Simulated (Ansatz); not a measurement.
# Molecular dynamics of H17ClO8 (part 1 of 4)

System: H17ClO8 (disordered cell, 26 atoms in the cell).
Method: DFT PBE-D3(BJ), scalar-relativistic, plane waves, PAW, no spin polarisation (Ansatz 0.2.0).

It belongs to a series of runs on one base structure; here: dynamics from the last frame of the run before. Figures and captions count atoms from 1; the log counts them from 0 in places.

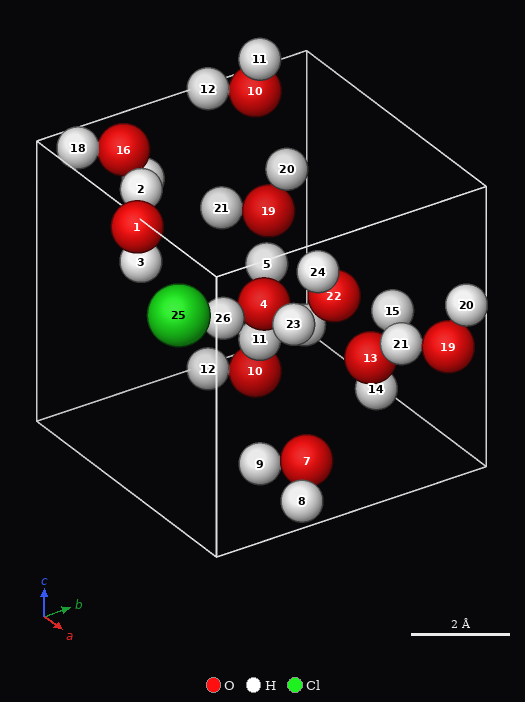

Figure 1. The structure as given in the input (spheres-only view of the cell of the calculation, seen at an oblique angle; atoms are numbered from 1 in the order of the input).

### Input
```yaml
accuracy: low
crystal:
  lattice:
    - [6.626705, 0.0, 0.0]
    - [0.0, 6.626705, 0.0]
    - [0.0, 0.0, 6.626705]
  atoms:
    - { symbol: O, position: [0.52503992, 0.02322791, 0.9408191] }
    - { symbol: H, position: [0.42420355, 0.10502393, 0.99929794] }
    - { symbol: H, position: [0.51299819, 0.04451815, 0.80447236] }
    - { symbol: O, position: [0.33034794, 0.62250195, 0.37766932] }
    - { symbol: H, position: [0.22393289, 0.70330896, 0.44313578] }
    - { symbol: H, position: [0.45729807, 0.68791847, 0.34339001] }
    - { symbol: O, position: [0.87951894, 0.41433271, 0.15178831] }
    - { symbol: H, position: [0.99707027, 0.31905303, 0.09495156] }
    - { symbol: H, position: [0.75546066, 0.32442273, 0.10962417] }
    - { symbol: O, position: [0.06888188, 0.76376733, -0.03394572] }
    - { symbol: H, position: [0.11380465, 0.75078681, 0.10469905] }
    - { symbol: H, position: [-0.00019616, 0.63468513, -0.01819516] }
    - { symbol: O, position: [0.64982047, 0.805079, 0.28191462] }
    - { symbol: H, position: [0.61829651, 0.84673056, 0.14231463] }
    - { symbol: H, position: [0.58353362, 0.93026183, 0.37690867] }
    - { symbol: O, position: [0.16763593, 0.21041734, 0.98275034] }
    - { symbol: H, position: [0.17645169, 0.27742721, 0.86172452] }
    - { symbol: H, position: [0.10064283, 0.08562945, 0.99694749] }
    - { symbol: O, position: [1.04762651, 0.82771663, 0.50658068] }
    - { symbol: H, position: [1.07549465, 0.87645281, 0.65297792] }
    - { symbol: H, position: [0.94193798, 0.72387392, 0.49979111] }
    - { symbol: O, position: [0.78717053, 0.57820695, 0.64260044] }
    - { symbol: H, position: [0.74735008, 0.45444173, 0.5613744] }
    - { symbol: H, position: [0.81231968, 0.50140299, 0.76571762] }
    - { symbol: Cl, position: [0.4790918, 0.20725405, 0.54333245] }
    - { symbol: H, position: [0.33011405, 0.47102643, 0.37539581] }
basis:
  ecutwfc: 420.0
kpoints:
  mp_grid: { grid: [1, 1, 1] }
hamiltonian:
  xc: pbe
  dispersion: d3bj
scf:
  occupations: { method: fermi_dirac, width: 0.05 }
  lower_state_search: "off"
md:
  timestep: 0.5
  n_steps: 400
  ensemble: npt_langevin
  temperature: 1000.0
  initial_velocities: maxwell_boltzmann
  seed: 505541
  friction: 0.05
  pressure: 10.0
  fix_cell: [angles]
  masses: [{ species: H, mass: 2.014 }]
```

Run on 1 thread of Arm Neoverse V1, 24 GiB of memory available, shared host.

Launched with:
```bash
ansatz run input.yaml --threads 1 --pin off --max-ram 3072MiB --backend cpu --events-out ev --progress --plain --runs-dir out
```

### Output
```
Warning: md: disabling space-group detection — thermal motion breaks the input geometry's symmetry, so no spatial operation reduces the k-mesh or symmetrises the density; time reversal is kept, so that k and −k are solved as one point where they differ and the mesh holds both, and exact exchange and, on two spinor components, a DFT+U term hold to it where the run has them: on two components no moment then forms, and a state that bears one, which a typed moment (crystal.atoms[].spin; refused beside efield: under a hybrid functional) reaches, can lie lower, under hf by electronvolts; crystal.symmetry.detect: false (a key that needs symmetry detection or time reversal refuses this as the deck is read) with time_reversal: false beside it drops time reversal too
Engine: ansatz 0.2.0, aarch64-unknown-linux-gnu
Pseudopotentials: kind: paw
Pseudopotential: O, paw, valence charge 6, recommended cutoff 420 eV (normal), O.paw.azcp
Pseudopotential: H, paw, valence charge 1, recommended cutoff 420 eV (normal), H.paw.azcp
Pseudopotential: Cl, paw, valence charge 7, recommended cutoff 420 eV (normal), Cl.paw.azcp
Functional definition: PBE
  parameter kappa = 0.804
  parameter beta = 0.06672455060314922
  exchange = pbe_x(kappa = kappa, mu = beta*pi^2/3)
  correlation = pbe_c(beta = beta)
Crystal: 26 atoms, lattice volume = 291.000 Å³
Basis set: ecut = 420 eV (smoothed over ±10.0 %; plane waves to 466.9 eV, density to 1867.5 eV), 6667 PW (Γ), exchange–correlation on 96×96×96 points (8 copies of the dense FFT grid, shifted against one another)
Bands: 62, of which v1, the nominal top of the filled ones, is band 36 counted from 1 (35 counted from 0)
Symmetry: 1 space group operations
k-points: 1
Non-local potential: O, projectors of the file, l = 0: 2, l = 1: 2, l = 2: 1
Non-local potential: H, projectors of the file, l = 0: 2, l = 1: 1
Non-local potential: Cl, projectors of the file, l = 0: 2, l = 1: 2, l = 2: 2
PAW form: soft (Blöchl's): semilocal exchange-correlation on the pseudo side does not see the compensation charge
PAW one-centre angular grid: O, 110 points (default); XC on 64 Gauss nodes
PAW one-centre angular grid: H, 110 points (default); XC on 64 Gauss nodes
PAW one-centre angular grid: Cl, 110 points (default); XC on 64 Gauss nodes
Initial density: superposition of atomic densities (neutral atoms: chi_scale 0, normalization atom), corrected by the library's trained network
Initial wavefunctions: pseudopotential atomic-orbital guess
Functional: x = pbe(κ = 0.804, μ = 0.2195149727645171), c = pbe(β = 0.06672455060314922)
SCF iter   1: F=—  HF=-5891.982608 eV  |F-HF|=—  |Δ(HF+E_count)|=         —  Δρ=4.28e-3  dr2=7.65e-2  ethr=1.77e-3  ⟨swp⟩=6.0  Hψ=290  notcnv=0  defer=10
preconditioner: auto → Resta (q_TF=auto, 2.162 Å⁻¹)  ε∞=2.1  [insulator: Δε(μ)=4.142 eV  Ē_g=17.254 eV  σ=0.050 eV  W_gap=1.00  n_scr=56 (ndim 8)  ℏωp=18.5 eV  f_vac=0.266  D(μ)=0.00/eV (n_scr^D=0)  ε∞_Penn≈2.1]
SCF iter   2: F=—  HF=-5891.953929 eV  |F-HF|=—  |Δ(HF+E_count)|=   2.87e-2  Δρ=2.22e-3  dr2=1.04e-2  ethr=1.06e-4  ⟨swp⟩=2.0  Hψ=104  notcnv=0  defer=20
SCF iter   3: F=—  HF=-5891.949850 eV  |F-HF|=—  |Δ(HF+E_count)|=   4.08e-3  Δρ=8.05e-4  dr2=2.66e-3  ethr=1.45e-5  ⟨swp⟩=2.0  Hψ=84  notcnv=0  defer=20
SCF iter   4: F=—  HF=-5891.948763 eV  |F-HF|=—  |Δ(HF+E_count)|=   1.09e-3  Δρ=3.11e-4  dr2=2.73e-4  ethr=3.70e-6  ⟨swp⟩=2.0  Hψ=67  notcnv=0  defer=20
SCF iter   5: F=—  HF=-5891.948763 eV  |F-HF|=—  |Δ(HF+E_count)|=   8.87e-7  Δρ=1.24e-4  dr2=3.68e-5  ethr=3.79e-7  ⟨swp⟩=2.0  Hψ=72  notcnv=0  defer=20
SCF iter   6: F=—  HF=-5891.948642 eV  |F-HF|=—  |Δ(HF+E_count)|=   1.21e-4  Δρ=4.21e-5  dr2=4.41e-6  ethr=5.12e-8  ⟨swp⟩=2.0  Hψ=77  notcnv=0  defer=20
SCF iter   7: F=—  HF=-5891.948647 eV  |F-HF|=—  |Δ(HF+E_count)|=   5.15e-6  Δρ=1.24e-5  dr2=3.85e-7  ethr=6.13e-9  ⟨swp⟩=2.0  Hψ=71  notcnv=0  defer=20
SCF iter   8: F=—  HF=-5891.948647 eV  |F-HF|=—  |Δ(HF+E_count)|=   8.70e-8  Δρ=5.64e-6  dr2=7.09e-8  ethr=5.35e-10  ⟨swp⟩=2.0  Hψ=70  notcnv=0  defer=20
SCF iter   9: F=-5891.948647 eV  HF=-5891.948647 eV  |F-HF|=9.04e-10  |Δ(HF+E_count)|=   1.66e-8  Δρ=1.59e-6  dr2=6.46e-9  ethr=3.61e-11  ⟨swp⟩=5.0  Hψ=183  notcnv=0
SCF 1 converged in 9 iterations: F = -5891.948647 eV  dr2 = 6.46e-9
  greatest PAW one-centre occupation: 0.904 electrons in one spin orbital (limit 2), on the Cl atom at site 24 (counted from 0), in its partial waves of l = 0
md step     0: t =     0.00 fs  T =   961.5 K  F+E_penalty+E_count = -5891.94864691 eV  E_kin = 3.231500 eV  conserved = -5871.04324787 eV  P_inst = 1.9868 GPa  V = 290.9999 Å³  selection 1  (9 SCF iters)
Crystal: 26 atoms, lattice volume = 290.962 Å³
Initial density: handed on by an earlier stage of this run
Initial wavefunctions: those handed on with the density
iter 1 solved again at ethr=2.44e-5 eV; its pass at ethr=3.10e-3 eV (dr2=1.76e-2 eV) is discarded
SCF iter   1: F=—  HF=-5891.873194 eV  |F-HF|=—  |Δ(HF+E_count)|=         —  Δρ=3.77e-3  dr2=1.86e-2  ethr=2.44e-5  ⟨swp⟩=5.0  Hψ=298  notcnv=0
preconditioner: auto → Resta (q_TF=auto, 2.162 Å⁻¹)  ε∞=2.2  [insulator: Δε(μ)=3.980 eV  Ē_g=17.194 eV  σ=0.050 eV  W_gap=1.00  n_scr=56 (ndim 8)  ℏωp=18.5 eV  f_vac=0.272  D(μ)=0.00/eV (n_scr^D=0)  ε∞_Penn≈2.2]
SCF iter   2: F=—  HF=-5891.869712 eV  |F-HF|=—  |Δ(HF+E_count)|=   3.48e-3  Δρ=1.68e-3  dr2=2.91e-3  ethr=2.44e-5  ⟨swp⟩=2.0  Hψ=118  notcnv=0
SCF iter   3: F=—  HF=-5891.869548 eV  |F-HF|=—  |Δ(HF+E_count)|=   1.65e-4  Δρ=6.83e-4  dr2=5.78e-4  ethr=4.04e-6  ⟨swp⟩=2.0  Hψ=83  notcnv=0
SCF iter   4: F=—  HF=-5891.869548 eV  |F-HF|=—  |Δ(HF+E_count)|=   1.84e-7  Δρ=1.19e-4  dr2=3.60e-5  ethr=8.03e-7  ⟨swp⟩=2.0  Hψ=95  notcnv=0
SCF iter   5: F=—  HF=-5891.869435 eV  |F-HF|=—  |Δ(HF+E_count)|=   1.13e-4  Δρ=7.31e-5  dr2=1.34e-5  ethr=4.99e-8  ⟨swp⟩=2.0  Hψ=87  notcnv=0
SCF iter   6: F=—  HF=-5891.869444 eV  |F-HF|=—  |Δ(HF+E_count)|=   9.63e-6  Δρ=1.65e-5  dr2=7.53e-7  ethr=1.86e-8  ⟨swp⟩=2.0  Hψ=87  notcnv=0
SCF iter   7: F=—  HF=-5891.869444 eV  |F-HF|=—  |Δ(HF+E_count)|=   2.09e-7  Δρ=6.46e-6  dr2=1.00e-7  ethr=1.05e-9  ⟨swp⟩=2.0  Hψ=88  notcnv=0
SCF iter   8: F=-5891.869444 eV  HF=-5891.869444 eV  |F-HF|=3.67e-10  |Δ(HF+E_count)|=   2.91e-9  Δρ=1.86e-6  dr2=7.09e-9  ethr=3.61e-11  ⟨swp⟩=5.0  Hψ=199  notcnv=0
SCF 2 converged in 8 iterations: F = -5891.869444 eV  dr2 = 7.09e-9
md step     1: t =     0.50 fs  T =   945.3 K  F+E_penalty+E_count = -5891.86944446 eV  E_kin = 3.176840 eV  conserved = -5871.04091704 eV  P_inst = 1.5476 GPa  V = 290.9621 Å³  selection 1  (8 SCF iters)
[... from here on the SCF iterations and repeated set-up lines of each step are left out, up to the last step ...]
md step     2: t =     1.00 fs  T =   974.2 K  F+E_penalty+E_count = -5891.79081198 eV  E_kin = 3.274049 eV  conserved = -5871.03792089 eV  P_inst = 1.1951 GPa  V = 290.8521 Å³  selection 1  (8 SCF iters)
md step     3: t =     1.50 fs  T =   971.6 K  F+E_penalty+E_count = -5891.75762006 eV  E_kin = 3.265478 eV  conserved = -5871.03550807 eV  P_inst = 0.7624 GPa  V = 290.7236 Å³  selection 1  (8 SCF iters)
md step     4: t =     2.00 fs  T =  1005.2 K  F+E_penalty+E_count = -5891.81248322 eV  E_kin = 3.378201 eV  conserved = -5871.03517346 eV  P_inst = 0.3599 GPa  V = 290.5977 Å³  selection 1  (8 SCF iters)
md step     5: t =     2.50 fs  T =  1023.0 K  F+E_penalty+E_count = -5891.94139348 eV  E_kin = 3.438198 eV  conserved = -5871.03698174 eV  P_inst = -0.0331 GPa  V = 290.4224 Å³  selection 1  (6 SCF iters)
md step     6: t =     3.00 fs  T =   998.7 K  F+E_penalty+E_count = -5892.09048715 eV  E_kin = 3.356508 eV  conserved = -5871.03771600 eV  P_inst = -0.4753 GPa  V = 290.2287 Å³  selection 1  (6 SCF iters)
md step     7: t =     3.50 fs  T =  1053.9 K  F+E_penalty+E_count = -5892.23042069 eV  E_kin = 3.542059 eV  conserved = -5871.03997272 eV  P_inst = -0.7317 GPa  V = 290.0844 Å³  selection 1  (6 SCF iters)
md step     8: t =     4.00 fs  T =  1043.7 K  F+E_penalty+E_count = -5892.34752676 eV  E_kin = 3.507756 eV  conserved = -5871.04165702 eV  P_inst = -0.9528 GPa  V = 289.9269 Å³  selection 1  (6 SCF iters)
md step     9: t =     4.50 fs  T =  1010.7 K  F+E_penalty+E_count = -5892.40811853 eV  E_kin = 3.396722 eV  conserved = -5871.04083187 eV  P_inst = -1.0634 GPa  V = 289.7184 Å³  selection 1  (6 SCF iters)
md step    10: t =     5.00 fs  T =   993.4 K  F+E_penalty+E_count = -5892.40757563 eV  E_kin = 3.338690 eV  conserved = -5871.03866590 eV  P_inst = -1.0631 GPa  V = 289.4584 Å³  selection 1  (8 SCF iters)
md step    11: t =     5.50 fs  T =  1003.0 K  F+E_penalty+E_count = -5892.39349637 eV  E_kin = 3.370781 eV  conserved = -5871.03614243 eV  P_inst = -0.8662 GPa  V = 289.1162 Å³  selection 1  (6 SCF iters)
md step    12: t =     6.00 fs  T =   979.3 K  F+E_penalty+E_count = -5892.39433924 eV  E_kin = 3.291336 eV  conserved = -5871.03529386 eV  P_inst = -0.5192 GPa  V = 288.7338 Å³  selection 1  (6 SCF iters)
md step    13: t =     6.50 fs  T =   942.4 K  F+E_penalty+E_count = -5892.40795239 eV  E_kin = 3.167099 eV  conserved = -5871.03516096 eV  P_inst = -0.1238 GPa  V = 288.3436 Å³  selection 1  (6 SCF iters)
md step    14: t =     7.00 fs  T =   875.9 K  F+E_penalty+E_count = -5892.43656974 eV  E_kin = 2.943536 eV  conserved = -5871.03702308 eV  P_inst = 0.2502 GPa  V = 287.9239 Å³  selection 1  (6 SCF iters)
md step    15: t =     7.50 fs  T =   952.1 K  F+E_penalty+E_count = -5892.45459554 eV  E_kin = 3.199642 eV  conserved = -5871.03782870 eV  P_inst = 0.8853 GPa  V = 287.4889 Å³  selection 1  (7 SCF iters)
md step    16: t =     8.00 fs  T =   988.0 K  F+E_penalty+E_count = -5892.43827980 eV  E_kin = 3.320576 eV  conserved = -5871.03864757 eV  P_inst = 1.5448 GPa  V = 287.0452 Å³  selection 1  (6 SCF iters)
md step    17: t =     8.50 fs  T =   949.6 K  F+E_penalty+E_count = -5892.39137561 eV  E_kin = 3.191543 eV  conserved = -5871.03771283 eV  P_inst = 2.0586 GPa  V = 286.5841 Å³  selection 1  (6 SCF iters)
md step    18: t =     9.00 fs  T =   926.1 K  F+E_penalty+E_count = -5892.32530276 eV  E_kin = 3.112304 eV  conserved = -5871.03718957 eV  P_inst = 2.4197 GPa  V = 286.1348 Å³  selection 1  (6 SCF iters)
md step    19: t =     9.50 fs  T =   918.5 K  F+E_penalty+E_count = -5892.24477545 eV  E_kin = 3.086862 eV  conserved = -5871.03755109 eV  P_inst = 2.6501 GPa  V = 285.7159 Å³  selection 1  (6 SCF iters)
md step    20: t =    10.00 fs  T =   960.5 K  F+E_penalty+E_count = -5892.14057776 eV  E_kin = 3.227846 eV  conserved = -5871.03722137 eV  P_inst = 2.9319 GPa  V = 285.3289 Å³  selection 1  (8 SCF iters)
md step    21: t =    10.50 fs  T =   857.1 K  F+E_penalty+E_count = -5892.04582619 eV  E_kin = 2.880502 eV  conserved = -5871.03449711 eV  P_inst = 2.9453 GPa  V = 284.9657 Å³  selection 1  (6 SCF iters)
md step    22: t =    11.00 fs  T =   902.5 K  F+E_penalty+E_count = -5891.99466600 eV  E_kin = 3.033033 eV  conserved = -5871.03386883 eV  P_inst = 2.9541 GPa  V = 284.6211 Å³  selection 1  (6 SCF iters)
md step    23: t =    11.50 fs  T =   828.1 K  F+E_penalty+E_count = -5891.98426848 eV  E_kin = 2.783024 eV  conserved = -5871.03220312 eV  P_inst = 2.6832 GPa  V = 284.3040 Å³  selection 1  (6 SCF iters)
md step    24: t =    12.00 fs  T =   840.4 K  F+E_penalty+E_count = -5892.03459947 eV  E_kin = 2.824347 eV  conserved = -5871.03298408 eV  P_inst = 2.4306 GPa  V = 283.9911 Å³  selection 1  (6 SCF iters)
md step    25: t =    12.50 fs  T =   884.7 K  F+E_penalty+E_count = -5892.11800825 eV  E_kin = 2.973255 eV  conserved = -5871.03576096 eV  P_inst = 2.1565 GPa  V = 283.6488 Å³  selection 1  (6 SCF iters)
md step    26: t =    13.00 fs  T =   928.6 K  F+E_penalty+E_count = -5892.20050648 eV  E_kin = 3.120711 eV  conserved = -5871.03704672 eV  P_inst = 1.8468 GPa  V = 283.3178 Å³  selection 1  (6 SCF iters)
md step    27: t =    13.50 fs  T =   873.7 K  F+E_penalty+E_count = -5892.27001418 eV  E_kin = 2.936160 eV  conserved = -5871.03547596 eV  P_inst = 1.4711 GPa  V = 283.0221 Å³  selection 1  (6 SCF iters)
md step    28: t =    14.00 fs  T =   888.6 K  F+E_penalty+E_count = -5892.31937363 eV  E_kin = 2.986376 eV  conserved = -5871.03676895 eV  P_inst = 1.2311 GPa  V = 282.7842 Å³  selection 1  (6 SCF iters)
md step    29: t =    14.50 fs  T =   919.7 K  F+E_penalty+E_count = -5892.34512063 eV  E_kin = 3.091026 eV  conserved = -5871.03686266 eV  P_inst = 1.0419 GPa  V = 282.5965 Å³  selection 1  (6 SCF iters)
md step    30: t =    15.00 fs  T =   869.3 K  F+E_penalty+E_count = -5892.34700595 eV  E_kin = 2.921546 eV  conserved = -5871.03542758 eV  P_inst = 0.8668 GPa  V = 282.4078 Å³  selection 1  (8 SCF iters)
md step    31: t =    15.50 fs  T =   794.6 K  F+E_penalty+E_count = -5892.35448358 eV  E_kin = 2.670375 eV  conserved = -5871.03370991 eV  P_inst = 0.7786 GPa  V = 282.2067 Å³  selection 1  (6 SCF iters)
md step    32: t =    16.00 fs  T =   815.1 K  F+E_penalty+E_count = -5892.39975545 eV  E_kin = 2.739300 eV  conserved = -5871.03434693 eV  P_inst = 0.8907 GPa  V = 281.9931 Å³  selection 1  (6 SCF iters)
md step    33: t =    16.50 fs  T =   806.9 K  F+E_penalty+E_count = -5892.44752286 eV  E_kin = 2.711805 eV  conserved = -5871.03532563 eV  P_inst = 1.0747 GPa  V = 281.7685 Å³  selection 1  (6 SCF iters)
md step    34: t =    17.00 fs  T =   834.6 K  F+E_penalty+E_count = -5892.48365756 eV  E_kin = 2.804769 eV  conserved = -5871.03742338 eV  P_inst = 1.3687 GPa  V = 281.5063 Å³  selection 1  (6 SCF iters)
md step    35: t =    17.50 fs  T =   812.5 K  F+E_penalty+E_count = -5892.49341385 eV  E_kin = 2.730740 eV  conserved = -5871.03782957 eV  P_inst = 1.6612 GPa  V = 281.1810 Å³  selection 1  (6 SCF iters)
md step    36: t =    18.00 fs  T =   838.0 K  F+E_penalty+E_count = -5892.46765562 eV  E_kin = 2.816244 eV  conserved = -5871.03941976 eV  P_inst = 2.1415 GPa  V = 280.8354 Å³  selection 1  (6 SCF iters)
md step    37: t =    18.50 fs  T =   776.8 K  F+E_penalty+E_count = -5892.40363366 eV  E_kin = 2.610617 eV  conserved = -5871.03728780 eV  P_inst = 2.5211 GPa  V = 280.5359 Å³  selection 1  (6 SCF iters)
md step    38: t =    19.00 fs  T =   778.3 K  F+E_penalty+E_count = -5892.30541604 eV  E_kin = 2.615781 eV  conserved = -5871.03563879 eV  P_inst = 2.8962 GPa  V = 280.2879 Å³  selection 1  (6 SCF iters)
md step    39: t =    19.50 fs  T =   796.9 K  F+E_penalty+E_count = -5892.18080761 eV  E_kin = 2.678104 eV  conserved = -5871.03238160 eV  P_inst = 3.2101 GPa  V = 280.0680 Å³  selection 1  (6 SCF iters)
md step    40: t =    20.00 fs  T =   832.0 K  F+E_penalty+E_count = -5892.08948597 eV  E_kin = 2.796226 eV  conserved = -5871.03049380 eV  P_inst = 3.3539 GPa  V = 279.8565 Å³  selection 1  (8 SCF iters)
md step    41: t =    20.50 fs  T =   871.2 K  F+E_penalty+E_count = -5892.07809530 eV  E_kin = 2.927773 eV  conserved = -5871.03232613 eV  P_inst = 3.2872 GPa  V = 279.6220 Å³  selection 1  (7 SCF iters)
md step    42: t =    21.00 fs  T =   923.3 K  F+E_penalty+E_count = -5892.12325152 eV  E_kin = 3.102970 eV  conserved = -5871.03402620 eV  P_inst = 3.1557 GPa  V = 279.3755 Å³  selection 1  (7 SCF iters)
md step    43: t =    21.50 fs  T =   872.9 K  F+E_penalty+E_count = -5892.20410446 eV  E_kin = 2.933717 eV  conserved = -5871.03532215 eV  P_inst = 2.9328 GPa  V = 279.0905 Å³  selection 1  (6 SCF iters)
md step    44: t =    22.00 fs  T =   924.3 K  F+E_penalty+E_count = -5892.28024452 eV  E_kin = 3.106299 eV  conserved = -5871.03578375 eV  P_inst = 2.9171 GPa  V = 278.7451 Å³  selection 1  (6 SCF iters)
md step    45: t =    22.50 fs  T =   905.4 K  F+E_penalty+E_count = -5892.33846871 eV  E_kin = 3.042944 eV  conserved = -5871.03671049 eV  P_inst = 2.8689 GPa  V = 278.4098 Å³  selection 1  (6 SCF iters)
md step    46: t =    23.00 fs  T =   867.5 K  F+E_penalty+E_count = -5892.37771212 eV  E_kin = 2.915333 eV  conserved = -5871.03577384 eV  P_inst = 2.9214 GPa  V = 278.1023 Å³  selection 1  (6 SCF iters)
md step    47: t =    23.50 fs  T =   860.5 K  F+E_penalty+E_count = -5892.38072054 eV  E_kin = 2.891867 eV  conserved = -5871.03647952 eV  P_inst = 3.1253 GPa  V = 277.8141 Å³  selection 1  (6 SCF iters)
md step    48: t =    24.00 fs  T =   869.8 K  F+E_penalty+E_count = -5892.34768547 eV  E_kin = 2.923272 eV  conserved = -5871.03717291 eV  P_inst = 3.4019 GPa  V = 277.5321 Å³  selection 1  (6 SCF iters)
md step    49: t =    24.50 fs  T =   901.7 K  F+E_penalty+E_count = -5892.27589436 eV  E_kin = 3.030347 eV  conserved = -5871.03879721 eV  P_inst = 3.7085 GPa  V = 277.2522 Å³  selection 1  (6 SCF iters)
md step    50: t =    25.00 fs  T =   920.0 K  F+E_penalty+E_count = -5892.15994168 eV  E_kin = 3.091881 eV  conserved = -5871.03861757 eV  P_inst = 3.9374 GPa  V = 276.9774 Å³  selection 1  (8 SCF iters)
md step    51: t =    25.50 fs  T =   903.3 K  F+E_penalty+E_count = -5892.00057744 eV  E_kin = 3.035898 eV  conserved = -5871.03537500 eV  P_inst = 4.0829 GPa  V = 276.7053 Å³  selection 1  (6 SCF iters)
md step    52: t =    26.00 fs  T =   967.8 K  F+E_penalty+E_count = -5891.83530255 eV  E_kin = 3.252517 eV  conserved = -5871.03515168 eV  P_inst = 4.2878 GPa  V = 276.4356 Å³  selection 1  (6 SCF iters)
md step    53: t =    26.50 fs  T =   964.2 K  F+E_penalty+E_count = -5891.70098377 eV  E_kin = 3.240360 eV  conserved = -5871.03402598 eV  P_inst = 4.3330 GPa  V = 276.1754 Å³  selection 1  (6 SCF iters)
md step    54: t =    27.00 fs  T =   886.3 K  F+E_penalty+E_count = -5891.62475388 eV  E_kin = 2.978599 eV  conserved = -5871.03247072 eV  P_inst = 4.2105 GPa  V = 275.8886 Å³  selection 1  (6 SCF iters)
md step    55: t =    27.50 fs  T =   906.3 K  F+E_penalty+E_count = -5891.62131910 eV  E_kin = 3.045976 eV  conserved = -5871.03261260 eV  P_inst = 4.1325 GPa  V = 275.5726 Å³  selection 1  (6 SCF iters)
md step    56: t =    28.00 fs  T =   979.8 K  F+E_penalty+E_count = -5891.68215703 eV  E_kin = 3.292905 eV  conserved = -5871.03366595 eV  P_inst = 3.9640 GPa  V = 275.2711 Å³  selection 1  (6 SCF iters)
```
